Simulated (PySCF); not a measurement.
Input file:

```
{"job": {"kind": "nmr", "xc": "PBE0", "basis": "pcSseg-1"}, "charge": 0, "multiplicity": 1}
F      0.026335    -1.705210    -1.370631
C      0.093451    -1.327313    -0.031056
C     -1.192959    -0.588457     0.331248
Si    -1.037387     1.216243    -0.260518
N      0.694385     1.320838    -0.079312
Si     1.569630    -0.129975     0.195396
F      2.709114    -0.340467    -0.919279
H      0.174731    -2.272096     0.517695
H     -2.047224    -1.112751    -0.096516
H     -1.304495    -0.620988     1.415048
H     -1.670208     2.172370     0.650830
H     -1.450392     1.411540    -1.650870
H      1.169506     2.199110    -0.191258
H      2.264834    -0.223318     1.467056
```

Launched as:

```sh
OMP_NUM_THREADS=1 python probes_run.py task.json out
```

Geometry: GFN2-xTB.

Computed with PBE0/pcSseg-1, SCF density, gas phase, non-relativistic in PySCF.

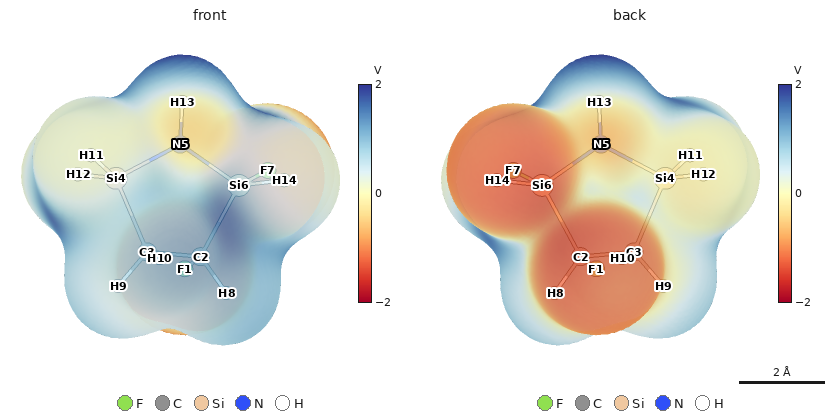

C$_{2}$H$_{7}$F$_{2}$NSi$_{2}$. The electrostatic potential painted on the density surface at 0.002 e/bohr³, seen from the front and from behind; red is negative and blue positive.

### Where is the surface potential most negative and most positive?

The most negative region (about −1.3 V) lies over F1 and F7, the most positive (about +1.9 V) over Si6 and H13.

### What dipole moment does the calculation give?

Its dipole moment is 3.00 D.
